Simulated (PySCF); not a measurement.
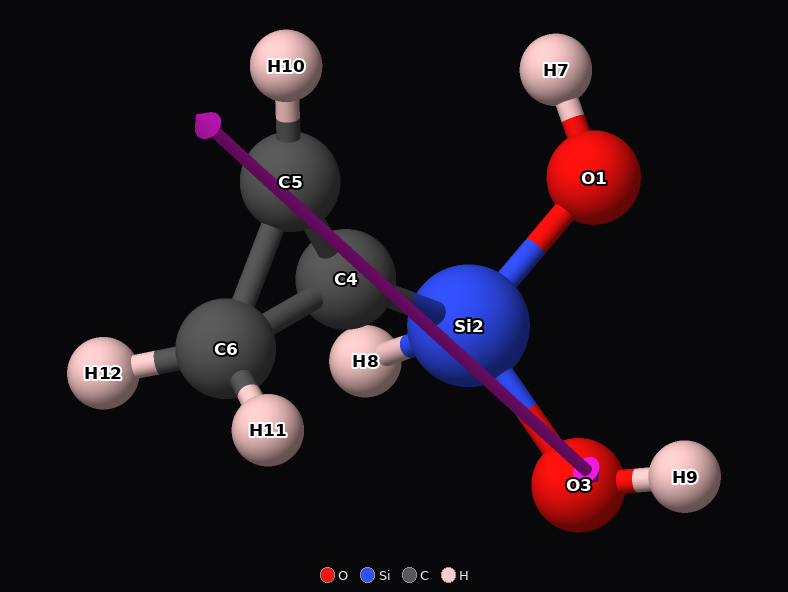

The double arrow shows the direction of the transition dipole to excited singlet state 2 (its length means nothing). Computed geometry: GFN2-xTB optimisation. No frequency run is at hand to confirm it as a minimum. Properties computed with TDDFT ωB97X-D/def2-SVPD, vertical, gas phase, core orbitals frozen in the response (PySCF 2.14.0).

**Where does the transition lie, and how strong is it?**

5.92 eV (209 nm), oscillator strength 0.14, mainly HOMO → LUMO (weight 0.93); transition dipole 2.52 D.

The geometry is semi-empirical. Around Si such bond lengths and angles can be off by a tenth of an ångström or more and by several degrees, and values that hang on the shape move with them.
